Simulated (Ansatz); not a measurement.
```xyz
10

O    -1.3884   -0.4630    2.1851
Si    0.3382   -0.5807    1.7758
N     0.0981   -0.6317   -0.2287
C     0.3785    0.3501   -1.0068
S     0.6034    0.2096   -2.7930
H    -1.7582   -1.2136    2.6760
H     0.6216    0.9434    1.6065
H    -0.1045   -1.5450   -0.6324
H     0.5427    1.3262   -0.5596
H     0.7517    1.5537   -3.0200
```

These are results of RKS PBE0/6-31G (Ansatz), not measurements.

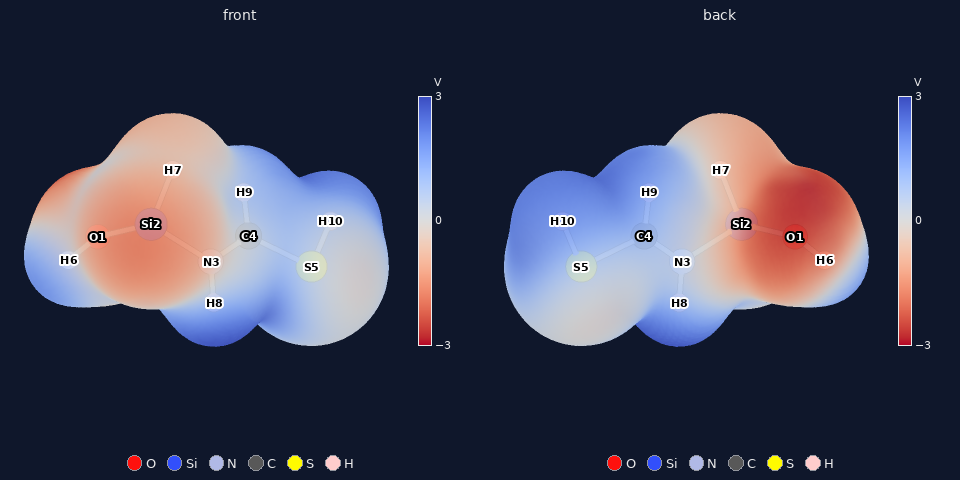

CH5NOSSi. The molecular electrostatic potential painted on the density surface at 0.002 e/bohr³, seen from the front and from behind; red is negative and blue positive.

> Describe the electrostatic potential map.

The most negative region (about −2.7 V) lies over O1, the most positive (about +2.7 V) over H8. O1 is the likeliest acceptor of a hydrogen bond.
